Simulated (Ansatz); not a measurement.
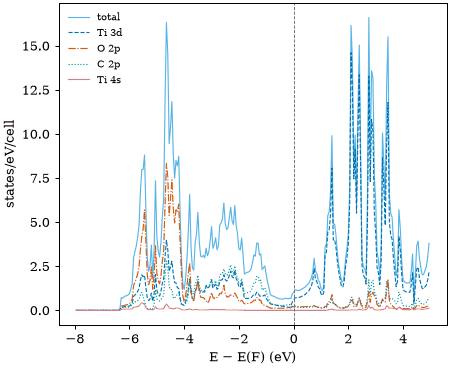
Total and projected density of states of Ti₃C₂O₂ in space group P-3m1 (No. 164; O on 2c, Ti on 2d, C on 2d, Ti on 1a), DFT-PBEsol in the program Ansatz with PAW potentials

Task: Which orbitals carry the states next to the Fermi level?

Result: Within 0.5 eV of the Fermi level: Ti 3d 55 %, C 2p 24 %, O 2p 18 %. Projections are on Löwdin-orthogonalised atomic valence shells; empty p or d shells of many metals are not among them.

Task: Where is the tallest occupied peak in this window, and what makes it?

Result: Near -4.6 eV, about 16 states/eV per cell; the largest projected share is O 2p.

The start of the workflow was typed in or built on a structure type; neither database checked (COD, Materials Project) lists it. Its standing as an ambient phase is unchecked. Symmetry was held in the PBEsol relaxation; of distortions, only those at the zone centre were tested. The workflow began spin-polarised and lost its moments. A crystal of weakly bound layers computed without a dispersion correction: the cell and the soft elastic constants depend strongly on that. The compound may be a true metal, but semilocal functionals without U, or a wrong spin order, can also close a gap.

Potentials: the later of the program's two PAW sets.
